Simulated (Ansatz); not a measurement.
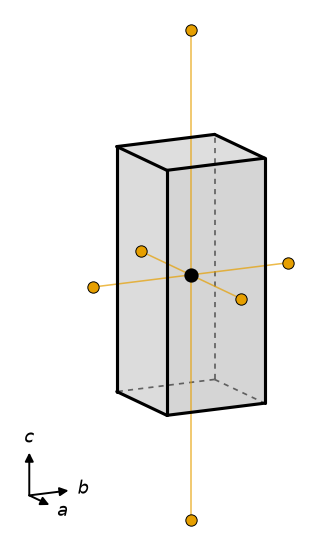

For CsLa5, coordinates from a relaxation with DFT PBE, scalar-relativistic, plane waves, PAW in Ansatz; the starting structure was generated, so it need not be a known form of this composition: the Wigner–Seitz cell of the crystal's lattice, with lines to the lattice points that define its faces. The drawing is computed from the coordinates (standard cell, symmetry found to 0.002 Å).

a = 5.163 Å, b = 5.163 Å, c = 11.873 Å, α = 90.00°, β = 90.00°, γ = 90.00°; space group P4/mmm, No. 123.

### What is the cell's combinatorial type?

A parallelepiped: 6 faces (6 with 4 edges), 12 edges, 8 vertices. Its volume is that of the primitive cell, 316.4 Å³.

### Which lattice vectors do the faces bisect?

| example | length (Å) | faces | edges of each | area (Å²) |
| --- | --- | --- | --- | --- |
| a | 5.16 | 4 | 4 | 61.3 |
| c | 11.87 | 2 | 4 | 26.7 |
